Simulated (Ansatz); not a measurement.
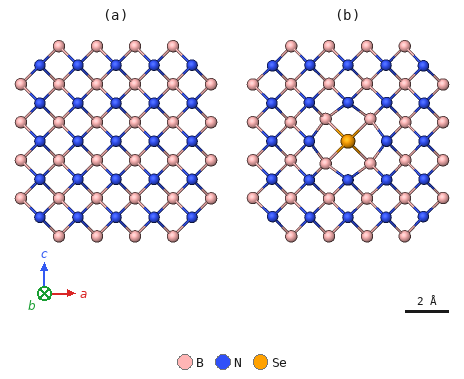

Left: perfect BN. Right: the same region with one point defect, after relaxing the atoms in a supercell of 54 sites. A ball-and-stick model of the atoms within 5.4 Å of one point, in a slice 5.0 Å thick across the line of sight, seen along the b axis.

Method: Ansatz, DFT, PBE, plane-wave PAW, default files, scalar-relativistic. Settings: plane-wave cutoff 420 eV; k-point mesh 3 × 3 × 3; occupations fermi dirac; smearing width 0.01 eV; collinear spin. The axes drawn are those of the host's conventional cell.

**Which defect is it?**

A nitrogen atom is replaced by selenium.

The charge state of the cell is 0.

**What does the relaxation do around it?**

In the host the N atom has 4 B at 1.57 Å; the Se atom ends with 4 B at 1.84 Å. Of the host's atoms, a boron atom moves furthest from its site, by 0.27 Å. The cell's net moment is 0.31 μB.

Limits of the set-up: the periodic images lie only 7.7 Å apart, so the values are limited by the cell's size.
